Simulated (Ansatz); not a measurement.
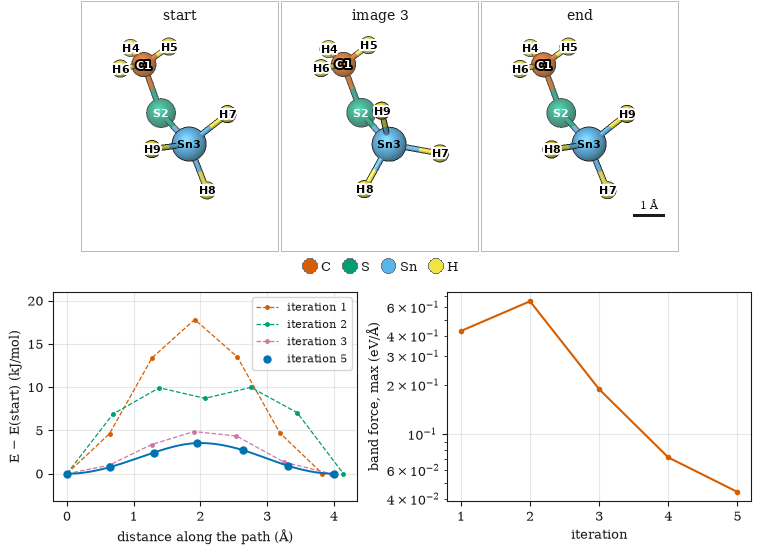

A search for the minimum-energy path of CH$_{6}$SSn by the nudged elastic band. Images are numbered from 0 (start) to 6 (end). The plot follows the band through its iterations. The picture is a ball-and-stick view, seen from a free direction.

These are results of RKS PBE/def2-SVP (Ansatz), not measurements.

The input:
```yaml
crystal:
  periodic: [false, false, false]
  atoms:
    - { symbol: C, position_ang: [-0.773936, 1.069804, -1.014767] }
    - { symbol: S, position_ang: [-0.679893, -0.766373, -0.989652] }
    - { symbol: Sn, position_ang: [0.755886, -1.108971, 0.958265] }
    - { symbol: H, position_ang: [-1.410986, 1.333189, -1.881446] }
    - { symbol: H, position_ang: [0.220724, 1.536086, -1.159148] }
    - { symbol: H, position_ang: [-1.246935, 1.475358, -0.098564] }
    - { symbol: H, position_ang: [2.280564, -0.326995, 0.701895] }
    - { symbol: H, position_ang: [0.94368, -2.817154, 1.09959] }
    - { symbol: H, position_ang: [-0.000703, -0.441142, 2.366626] }
basis:
  gaussian: { orbitals: def2-SVP }
hamiltonian:
  xc: pbe
neb:
  order_check: false
  images: 5
  f_tol: 0.05
  max_iterations: 60
  initial_path: idpp
  final_atoms:
    - { symbol: C, position_ang: [-0.98495772, 0.9213579, -0.97418493] }
    - { symbol: S, position_ang: [0.67748299, 0.18537322, -1.24684044] }
    - { symbol: Sn, position_ang: [1.02984457, -0.91729065, 0.90556746] }
    - { symbol: H, position_ang: [-1.24121221, 1.45715311, -1.90880668] }
    - { symbol: H, position_ang: [-0.98542407, 1.65275878, -0.14186041] }
    - { symbol: H, position_ang: [-1.75812618, 0.14883321, -0.79220814] }
    - { symbol: H, position_ang: [2.58534199, -1.65367349, 0.80008721] }
    - { symbol: H, position_ang: [-0.20951272, -2.10008701, 1.1648274] }
    - { symbol: H, position_ang: [0.97496434, 0.25937693, 2.17621753] }
```

Command:
```bash
ansatz run input.yaml --threads 1 --pin off --max-ram 2048MiB --backend cpu --events-out ev --progress --plain --runs-dir out
```

> How did the profile develop, and is the result final?

The result is final at these settings. The band converged in 5 iterations. The largest component of the band force went from 0.43 to 0.044 eV/Å. The climbing image converged on the top of the path. Its vibrational analysis gives one imaginary mode (88i cm⁻¹), as a transition state must have. The first iteration put the highest image at 17.84 kJ/mol. The two ends have the same energy, and the highest point, image 3, lies 3.54 kJ/mol above the start.

The run took 78 s on 1 thread of Intel(R) Xeon(R) Processor @ 2.70GHz (shared host), peak memory 0.13 GiB.
